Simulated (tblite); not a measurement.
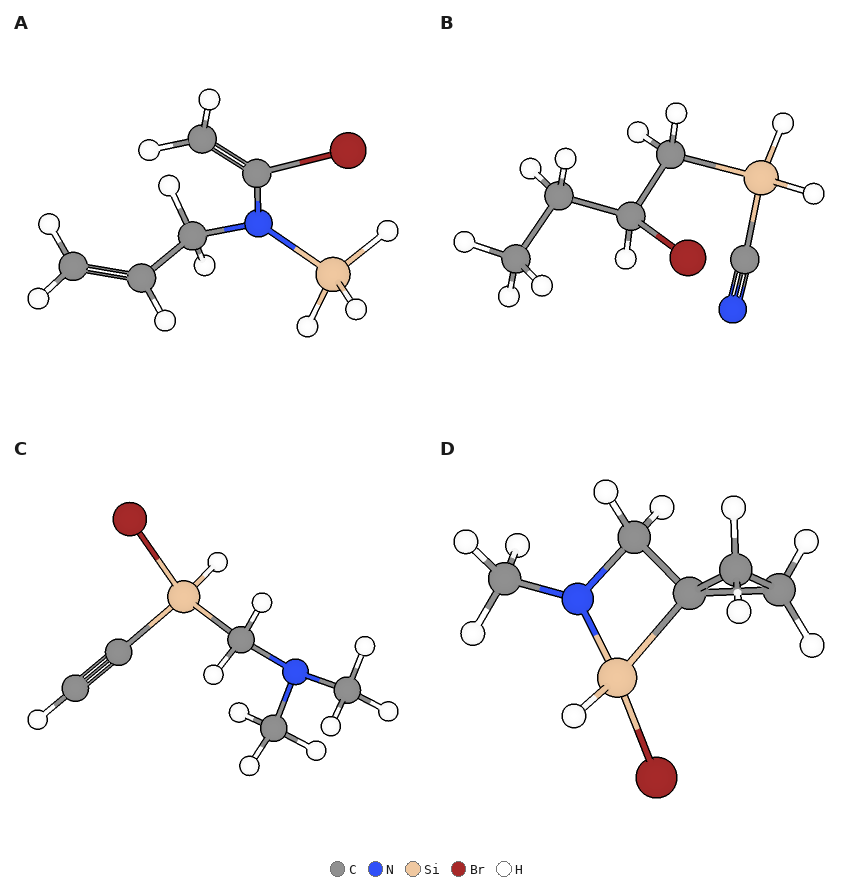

Simulated data, not a measurement (program: tblite).

```xyz
18
charge 0, multiplicity 1
C    -2.6725   -0.6362    0.1688
C    -1.6032    0.2550   -0.4499
C    -0.2211    0.0286    0.1464
Br   -0.2399    0.5447    2.0521
C     0.8690    0.8100   -0.5688
Si    2.6242    0.5447    0.1408
C     2.7505   -1.3088    0.3549
N     2.7910   -2.4482    0.4661
H    -3.6286   -0.4674   -0.3203
H    -2.7892   -0.4229    1.2291
H    -2.4082   -1.6860    0.0553
H    -1.8823    1.3052   -0.3304
H    -1.5379    0.0481   -1.5225
H     0.0161   -1.0385    0.1590
H     0.6205    1.8741   -0.5468
H     0.8537    0.5088   -1.6206
H     3.6159    0.9242   -0.8664
H     2.8333    1.1710    1.4415
```

**Which picture belongs to the input above?**

B. The file holds C5H10BrNSi, `CC[C@H](Br)C[SiH2]C#N`.
